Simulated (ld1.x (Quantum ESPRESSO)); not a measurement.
Ld1.x (Quantum ESPRESSO) 7.5 input:

```
 &input
   title='N', zed=7., rel=2, dft='PBE', iswitch=3,
   config='[He] 2s2 2p2 3d-2', rel_dist='average'
 /
 &inputp
   pseudotype=2, tm=.true., lloc=0,
   nlcc=.false.
 /
3
2P  2  1   2.00   0.00  1.80  1.80  0.0
3D  3  2  -2.00   0.30  1.80  1.80  0.0
2S  1  0   2.00   0.00  0.65  0.65  0.0
 &test
   configts(1)='2s2 2p2'
 /
```

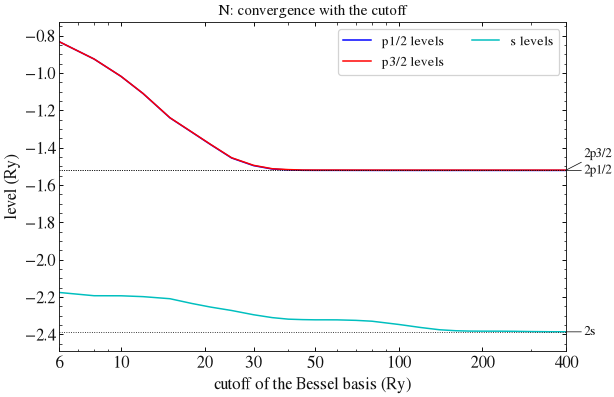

The pseudo-atom Hamiltonian at the reference potential is diagonalised in spherical Bessel functions (20 bohr box) up to the cutoff. Curves: the lowest levels of each channel that holds a bound state. Dotted lines: the all-electron valence levels.

Is there a ghost state?

Answer. No ghost state below the valence levels in the p1/2, p3/2, d3/2, d5/2, s, f channels. The curves of the valence states settle on the dotted lines.

Read the all-electron valence levels.

Answer. 2p1/2: -1.52 Ry; 2p3/2: -1.52 Ry; 2s: -2.39 Ry.
